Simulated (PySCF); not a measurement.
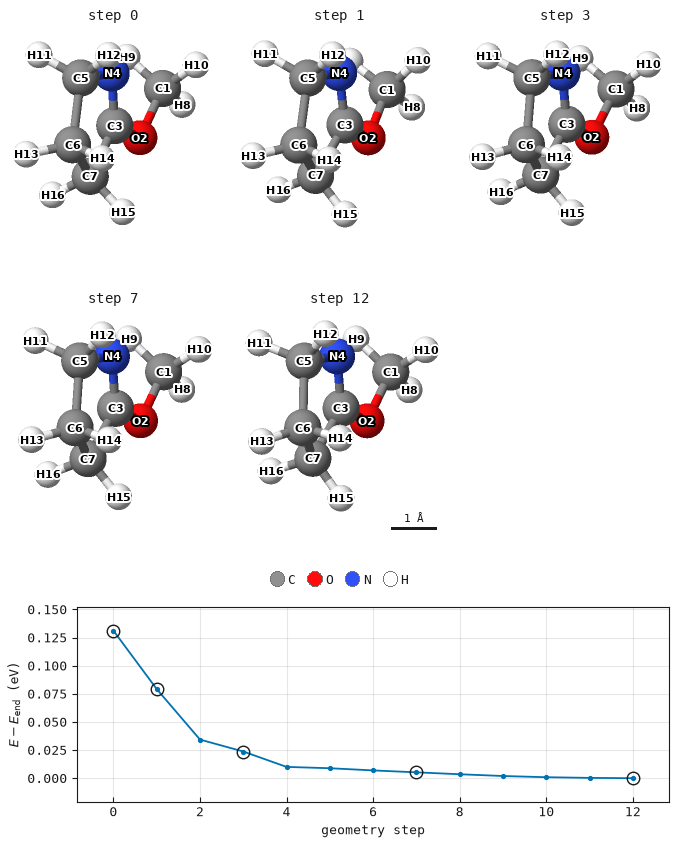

Frames of a relaxation of C₅H₉NO, marked on the history of the run. Style: ball-and-stick. Shown from a free direction.

The start comes from GFN2-xTB. Its atoms were then displaced at random by about 0.01 Å.

Theory: PySCF, PBE0-D3(BJ)/def2-SVP geometry optimisation, gas phase. 

### What happens along the run?

After 12 geometry steps the energy has fallen by 0.131 eV. The largest moves after the best rigid fit, 0.31 Å, are those of H13 and H14. By element the largest moves are H 0.31 Å, C 0.10 Å, O 0.04 Å, N 0.03 Å. Near-neighbour distances that change, for instance: C1–H8 1.064 → 1.097 Å, C7–H16 1.075 → 1.104 Å, C5–H11 1.077 → 1.106 Å, N4–C5 1.476 → 1.453 Å. Bond angles that change, for instance: N4–C5–H12 107.5° → 110.5°, N4–C3–C7 119.8° → 117.1°, C5–C6–H13 110.9° → 113.6°. From step 0 to 1: H16 moves most (0.18 Å), energy −0.052 eV. From step 1 to 3: H10 moves most (0.16 Å), energy −0.056 eV. From step 3 to 7: H9 moves most (0.13 Å), energy −0.019 eV. From step 7 to 12: H atoms move most (0.14 Å), energy −0.005 eV.

```json
{"step": "0", "E − E(0), eV": "0.0000"}
{"step": "1", "E − E(0), eV": "-0.0519"}
{"step": "2", "E − E(0), eV": "-0.0968"}
{"step": "3", "E − E(0), eV": "-0.1075"}
{"step": "4", "E − E(0), eV": "-0.1211"}
{"step": "5", "E − E(0), eV": "-0.1223"}
{"step": "6", "E − E(0), eV": "-0.1243"}
{"step": "7", "E − E(0), eV": "-0.1260"}
{"step": "8", "E − E(0), eV": "-0.1277"}
{"step": "9", "E − E(0), eV": "-0.1292"}
{"step": "10", "E − E(0), eV": "-0.1303"}
{"step": "11", "E − E(0), eV": "-0.1309"}
{"step": "12", "E − E(0), eV": "-0.1312"}
```
